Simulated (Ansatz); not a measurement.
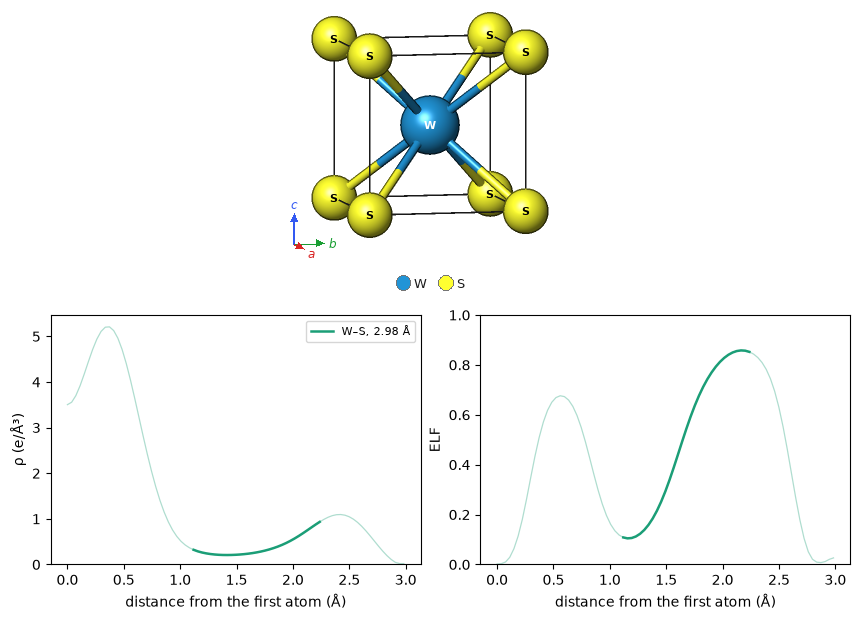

The picture shows: WS. Valence pseudo-density and electron localisation function along straight lines between neighbouring atoms. Thin, pale parts lie inside the atomic spheres. The structure is drawn too.

Space group Pm-3m; a structure from a database of computed crystals, not necessarily the ambient phase; a generated structure, not necessarily the stable one; computed pressure about −42 GPa in this cell.

Theory: Kohn-Sham DFT of a periodic cell, HSEsol, Ansatz PAW in Ansatz.

Core electrons are frozen (PAW), and the valence fields are smoothed inside the atomic spheres.

The calculation's input:

```
crystal:
  lattice:
    - [3.44484848, 0.0, 0.0]
    - [0.0, 3.44484848, 0.0]
    - [0.0, 0.0, 3.44484848]
  atoms:
    - { symbol: W, position: [0.5, 0.5, 0.5] }
    - { symbol: S, position: [0.0, 0.0, 0.0] }
hamiltonian:
  xc:
    exchange: hjs_pbesol
    correlation: pbesol
    exx: { coeff: 0.25, omega: 0.207 }
  pseudopotentials: { kind: paw }
kpoints:
  mp_grid: { grid: [4, 4, 4] }
  band_path:
    path:
      - [[0.0, 0.0, 0.0], [0.0, 0.5, 0.0], [0.5, 0.5, 0.0], [0.0, 0.0, 0.0], [0.5, 0.5, 0.5], [0.0, 0.5, 0.0]]
      - [[0.5, 0.5, 0.0], [0.5, 0.5, 0.5]]
    npoints: 4
scf:
  occupations: { method: fermi_dirac, width: 0.05 }
  n_extra_bands: 6
output:
  forces: true
  stress: true
  eigenvalues: true
  fatbands: false
  write_density: true
  write_potential: true
  elf: true
  volumetric_format: npy
```

Below, planes, directions and counts refer to the conventional cell (a = 3.44 Å, b = 3.44 Å, c = 3.44 Å, α = 90.00°, β = 90.00°, γ = 90.00°).

What can be read from the curves?

Answer. W–S (2.98 Å): ρ at the midpoint is about 0.21 e/Å³; the ELF peaks at about 0.85 in the valence shell of S, 0.8 Å from its nucleus, and is about 0.30 at the midpoint.
